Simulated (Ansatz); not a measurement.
# One shape, several levels: H3O+ (SMILES [OH3+])

Wanted: a comparison of 6 runs (HF/6-31G, UB3LYP/6-31G, MP2/3-21G, CCSDT/3-21G, CCSDTQ/3-21G, CCSD(T)/6-31G) of H3O+. 

The calculation is run with Ansatz 0.2.0.

### 1 The structure to begin with

H3O+ has 4 atoms, charge +1, and is taken as a singlet. As SMILES, `[OH3+]`. The H4–O1 distance was set to 1.476 Å, away from the relaxed value. At this shape a bond of the SMILES string is far longer than usual.

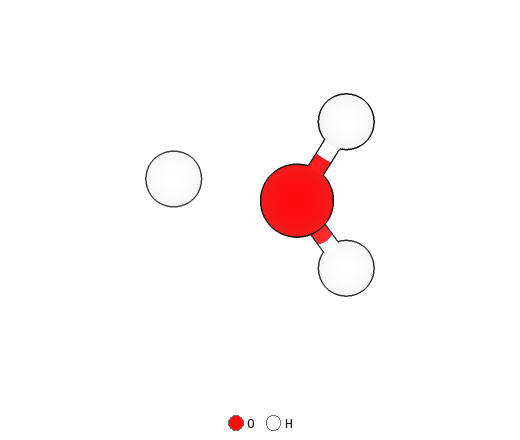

The structure, seen from a chosen angle (oxygen red, hydrogen white).

### 2 A single-point energy at HF/6-31G (run 1)

File in.yaml:

```yaml
crystal:
  periodic: [false, false, false]
  atoms:
    - symbol: O
      position_ang: [0.292511, 0.154372, -0.488415]
    - symbol: H
      position_ang: [0.310691, 1.134832, -0.415045]
    - symbol: H
      position_ang: [-0.316949, -0.151228, -1.197195]
    - symbol: H
      position_ang: [0.003130, -0.491800, 0.806120]
basis:
  gaussian:
    orbitals: 6-31G
total_charge: 1
hamiltonian:
  xc: hf
accuracy: high
```

Run with:

```sh
$ ansatz run in.yaml --threads 1 --pin off --max-ram 2610MiB --events-out events.jsonl --progress --plain --runs-dir runs
```

Log:

```text
Warning: RAYON_NUM_THREADS=1 ignored (pool sized by the plan → 1); use --threads N
Functional definition: HF
  name "HF"
  exchange = exact_x
  correlation = 0
282 factors; integrals over basis functions are off by at most 1.0e-8 eV
mean field evaluation 1: about -2066.1521 eV, gradient 6.1e1 eV
mean field evaluation 2: about -2066.1534 eV, gradient 6.1e1 eV
mean field evaluation 4: about -2072.8915 eV, gradient 1.6e0 eV
mean field evaluation 8: about -2072.9067 eV, gradient 9.3e-2 eV
mean field evaluation 16: about -2072.9068 eV, gradient 3.2e-8 eV
mean field -2072.90677573 eV, -76.1779189413 hartree, gradient 3.2e-8 eV, S^2 0.000000; 0 other end points of the search recorded, 0 dependent functions left out
reference -2072.90677573 eV, -76.1779189413 hartree; 5, 5 occupied and 10, 10 virtual orbitals, 282 factors
Total energy: -2072.90677573 eV, -76.1779189413 hartree
```

Run time: 0.04 s. Hardware: 1 thread of AMD EPYC 9R45 (Zen 5), shared host.

### 3 A single-point energy at UB3LYP/6-31G (run 2)

File run.yaml:

```yaml
crystal:
  periodic: [false, false, false]
  atoms:
    - {symbol: O, position_ang: [0.292511, 0.154372, -0.488415]}
    - {symbol: H, position_ang: [0.310691, 1.134832, -0.415045]}
    - {symbol: H, position_ang: [-0.316949, -0.151228, -1.197195]}
    - {symbol: H, position_ang: [0.003130, -0.491800, 0.806120]}
basis:
  gaussian:
    orbitals: 6-31G
total_charge: 1
magnetization:
  spin_polarized: true
hamiltonian:
  xc: {name: B3LYP}
accuracy: high
```

Run with:

```sh
$ ansatz run run.yaml --threads 1 --pin off --max-ram 2610MiB --events-out events.jsonl --progress --plain --runs-dir runs
```

Log:

```text
Warning: RAYON_NUM_THREADS=1 ignored (pool sized by the plan → 1); use --threads N
Functional definition: B3LYP
  name "B3LYP"
  parameter a0 = 0.2
  parameter ax = 0.72
  parameter ac = 0.81
  exchange = (1 - a0 - ax)*slater_x + ax*b88_x + a0*exact_x
  correlation = (1 - ac)*vwn_rpa_c + ac*lyp_c
282 factors; integrals over basis functions are off by at most 1.0e-8 eV
mean field evaluation 1: about -2067.3768 eV, gradient 6.7e1 eV
mean field evaluation 2: about -2030.4320 eV, gradient 1.0e2 eV
mean field evaluation 4: about -2084.3173 eV, gradient 1.3e0 eV
mean field evaluation 8: about -2084.3193 eV, gradient 2.1e-3 eV
mean field evaluation 16: about -2084.3193 eV, gradient 1.2e-8 eV
mean field -2084.31932872 eV, -76.5973225281 hartree, gradient 1.1e-8 eV, S^2 0.000000; 0 other end points of the search recorded, 0 dependent functions left out
reference -2084.31935000 eV, -76.5973233101 hartree; 5, 5 occupied and 10, 10 virtual orbitals, 282 factors
Total energy: -2084.31935000 eV, -76.5973233101 hartree
```

Wall time 0.32 s (1 thread of AMD EPYC 9R45 (Zen 5), shared host).

Run 3 isn't shown in full; the table further down has it.

### 4 A single-point energy at CCSDT/3-21G (run 4)

File input.yaml:

```yaml
crystal:
  periodic: [false, false, false]
  atoms:
    - {symbol: O, position_ang: [0.292511, 0.154372, -0.488415]}
    - {symbol: H, position_ang: [0.310691, 1.134832, -0.415045]}
    - {symbol: H, position_ang: [-0.316949, -0.151228, -1.197195]}
    - {symbol: H, position_ang: [0.003130, -0.491800, 0.806120]}
basis:
  gaussian: {orbitals: 3-21G.json}
total_charge: 1
correlation: {method: ccsdt, frozen_orbitals: {H: 0, O: 1}}
accuracy: high
scf: {omitted_lower_state_checks: [cluster_reference, increment]}
```

The basis set 3-21G is read from a file made from the Basis Set Exchange's data (not shown).

Run with:

```sh
$ ansatz run input.yaml --threads 1 --pin off --max-ram 2610MiB --events-out events.jsonl --progress --plain --runs-dir runs
```

Log, shortened:

```text
Warning: RAYON_NUM_THREADS=1 ignored (pool sized by the plan → 1); use --threads N
[... 2 set-up lines as earlier in the session ...]
[...]
232 factors; integrals over basis functions are off by at most 4.0e-9 eV
[...]
mean field -2062.55646642 eV, -75.7975520901 hartree, gradient 9.7e-8 eV, S^2 0.000000; 0 other end points of the search recorded, 0 dependent functions left out
1 core orbitals not correlated: weight in the atoms' cores, before any rotation towards them, 1.000 or more for the frozen orbitals, at most 0.000 for the correlated occupied ones
reference -2062.55646642 eV, -75.7975520901 hartree; 4, 4 occupied and 10, 10 virtual orbitals, 232 factors
second order -3.81103247 eV of doubles, -0.00000000 eV of singles
cycle   1  -3.83784393 eV  change   -2.7e-2 eV  update   5.7e-2
[...]
cycle  20  -4.11891155 eV  change  -4.1e-10 eV  update  6.0e-10
Total energy: -2066.67537798 eV, -75.9489192978 hartree
Checks for a lower state left out: cluster_reference, increment
```

It took 0.1 s on 1 thread of AMD EPYC 9R45 (Zen 5), shared host.

Run 5 isn't shown in full; the table further down has it.

### 5 A single-point energy at CCSD(T)/6-31G (run 6)

File job.yaml:

```yaml
crystal:
  periodic: [false, false, false]
  atoms:
    - {symbol: O, position_ang: [0.292511, 0.154372, -0.488415]}
    - {symbol: H, position_ang: [0.310691, 1.134832, -0.415045]}
    - {symbol: H, position_ang: [-0.316949, -0.151228, -1.197195]}
    - {symbol: H, position_ang: [0.003130, -0.491800, 0.806120]}
basis:
  gaussian: {orbitals: 6-31G}
correlation: {method: ccsd_t, frozen_orbitals: {H: 0, O: 1}}
scf: {omitted_lower_state_checks: [cluster_reference, increment]}
total_charge: 1
accuracy: high
```

Run with:

```sh
$ ansatz run job.yaml --threads 1 --pin off --max-ram 2610MiB --events-out events.jsonl --progress --plain --runs-dir runs
```

Log, shortened:

```text
Warning: RAYON_NUM_THREADS=1 ignored (pool sized by the plan → 1); use --threads N
[... 2 set-up lines as earlier in the session ...]
[...]
282 factors; integrals over basis functions are off by at most 1.0e-8 eV
[...]
mean field -2072.90677573 eV, -76.1779189413 hartree, gradient 3.2e-8 eV, S^2 0.000000; 0 other end points of the search recorded, 0 dependent functions left out
1 core orbitals not correlated: weight in the atoms' cores, before any rotation towards them, 1.000 or more for the frozen orbitals, at most 0.000 for the correlated occupied ones
reference -2072.90677573 eV, -76.1779189413 hartree; 4, 4 occupied and 10, 10 virtual orbitals, 282 factors
second order -3.92473585 eV of doubles, -0.00000000 eV of singles
cycle   1  -3.92771436 eV  change   -3.0e-3 eV  update   5.6e-2
[...]
cycle  20  -4.14161275 eV  change  -7.1e-10 eV  update  3.5e-10
perturbative correction -0.05060310 eV, -0.0018596298 hartree
Total energy: -2077.09899158 eV, -76.3319800324 hartree
Checks for a lower state left out: cluster_reference, increment
```

Run time: 0.06 s. Hardware: 1 thread of AMD EPYC 9R45 (Zen 5), shared host.

### 6 The series

| run | level | frozen core orbitals | energy (Eh) | wall time |
| --- | --- | --- | --- | --- |
| 1 | HF/6-31G | – | -76.177919 | 0.04 s |
| 2 | UB3LYP/6-31G | – | -76.597323 | 0.32 s |
| 3 | MP2/3-21G | 1 | -75.937605 | 0.04 s |
| 4 | CCSDT/3-21G | 1 | -75.948919 | 0.1 s |
| 5 | CCSDTQ/3-21G | 1 | -75.949211 | 1 s |
| 6 | CCSD(T)/6-31G | 1 | -76.331980 | 0.06 s |

### 7 Outcome

| quantity | value |
| --- | --- |
| run 6: total energy | -76.33198 Eh |
| run 6: correlation energy (1 core orbital frozen) | -154.1 mEh |
| run 6: (T) correction | -1.86 mEh |
| run 6: T1 diagnostic | 0.018 |

All runs together took 1.6 s, the longest 1 s.
